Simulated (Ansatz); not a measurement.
Structure (in its standard cell), the input geometry of an electronic-structure calculation (not necessarily at equilibrium):

Space group Im-3m (No. 229). a = 2.866 Å, b = 2.866 Å, c = 2.866 Å, α = 90.00°, β = 90.00°, γ = 90.00°
| atom | site | symmetry | x | y | z |
| --- | --- | --- | --- | --- | --- |
| Fe | 2a | m-3m | 0.0000 | 0.0000 | 0.0000 |

Q: Predict the [110] zone-axis pattern (120 kV, kinematic, B = 1 Å²).

A: The spots form a rectangular net whose two shortest vectors correspond to d = 2.03 Å and 1.43 Å, 90.0° apart. They are 1 -1 0 and 0 0 2. The pattern has symmetry 2mm. The lattice centring (I) removes all reflections that break h + k + l = 2n.

Strongest reflections with d > 0.80 Å, one of each family (|F|² from tabulated Gaussian fits of the electron scattering factors, times a small damping for the curvature of the Ewald sphere):

```csv
hkl,d (Å),I (strongest = 100)
1 -1 0,2.027,100
0 0 2,1.433,45
1 -1 2,1.170,25
2 -2 0,1.013,15
2 -2 2,0.827,7
```

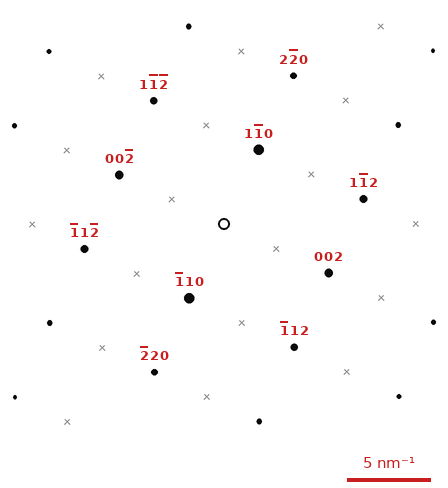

Calculated pattern, seen from the source side with [110] pointing towards the source; crosses mark the places of extinct reflections.
